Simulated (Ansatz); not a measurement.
## Electronic structure of AlCl₂H₃O···H₂O in real space

Input file:

```
crystal:
  periodic: [false, false, false]
  atoms:
    - {symbol: Al, position_ang: [-1.124987, -0.058592, -0.844853]}
    - {symbol: H, position_ang: [0.023976, 0.949098, -1.305948]}
    - {symbol: Cl, position_ang: [-1.308641, -1.793929, -2.031917]}
    - {symbol: Cl, position_ang: [-2.935851, 0.811110, -0.154972]}
    - {symbol: H, position_ang: [0.522229, -0.288345, 0.951829]}
    - {symbol: O, position_ang: [-0.409269, -0.643493, 0.828813]}
    - {symbol: H, position_ang: [1.610182, 0.917045, -0.172546]}
    - {symbol: O, position_ang: [1.880991, 0.499040, 0.660287]}
    - {symbol: H, position_ang: [-0.958092, -0.420370, 1.588682]}
    - {symbol: H, position_ang: [2.699461, 0.028335, 0.480521]}
basis:
  gaussian: {orbitals: def2-TZVPP}
hamiltonian: {xc: pbe0, dispersion: d4}
output: {orbitals: {seedname: orbitals}}
```

Run with:

```sh
ansatz run in.yaml --threads 8 --pin off --events-out ev --progress --plain --max-ram 19148MiB
```

The reactant side of a reaction path; geometry: PBE0-D4/def2-TZVP; a saddle point, not a minimum.

Computed with RKS PBE0-D4/def2-TZVPP (Ansatz).

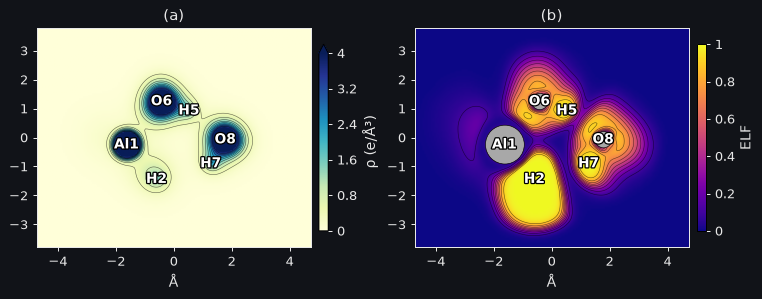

Figure 1. (a) total electron density; (b) electron localisation function on the plane of atoms Al1, O6 and H5. Grey discs cover the atomic cores in the ELF map.

Question: What does the map show?

Answer: Atoms in the plane: Al, H and O. O8···H5 (1.60 Å): the density falls to about 0.41 e/Å³ on the way; the ELF dips to about 0.25 between them; by its geometry a hydrogen bond between the two molecules, with no shared pair. Al–O (1.91 Å): ρ at the midpoint is about 0.55 e/Å³; the ELF peaks at about 0.90 in the valence shell of O, 0.6 Å from its nucleus, and is about 0.55 at the midpoint. O–H (0.97 Å): the density is about 3.8 e/Å³ at the midpoint; the ELF climbs to about 1 towards the hydrogen, as it does in any bond to H: a covalent bond by its length. Al–H (1.60 Å): ρ is about 0.54 e/Å³ halfway; the ELF climbs to about 1 towards the hydrogen.

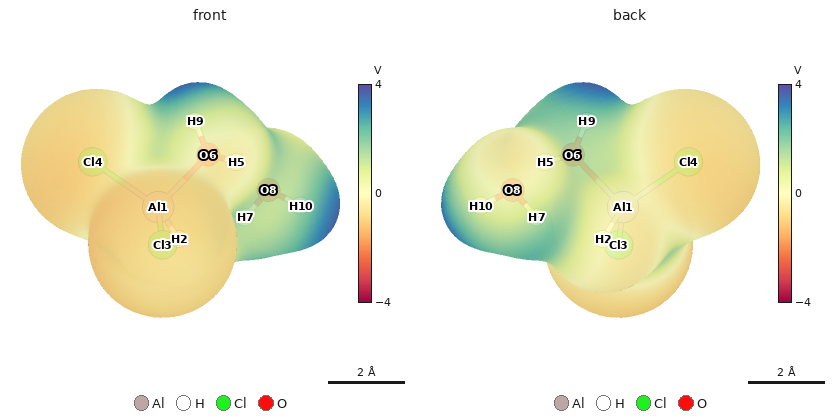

Figure 2. The molecular electrostatic potential painted on the density surface at 0.002 e/bohr³, seen from the front and from behind; red is negative and blue positive.

Question: Which sites attract a positive test charge, and which a negative one?

Answer: A positive charge is drawn to the negative regions and a negative charge to the positive ones. The most negative region (about −1.1 V) lies over Cl3, the most positive (about +3.6 V) over H9 and H10.

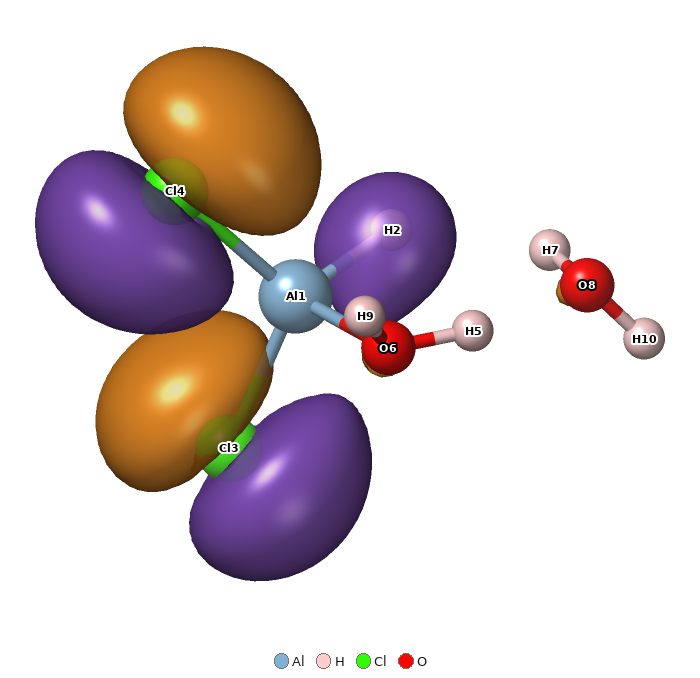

Figure 3. The HOMO−1 at ±0.08 Å⁻³ᐟ² (orange and purple are the two phases), seen from one side.

Question: Describe this orbital and give its energy.

Answer: It lies mainly on Cl4 (about 50 %) and Cl3 (about 35 %); largely a combination of lone pairs on Cl4 and Cl3. Its energy is −8.48 eV.
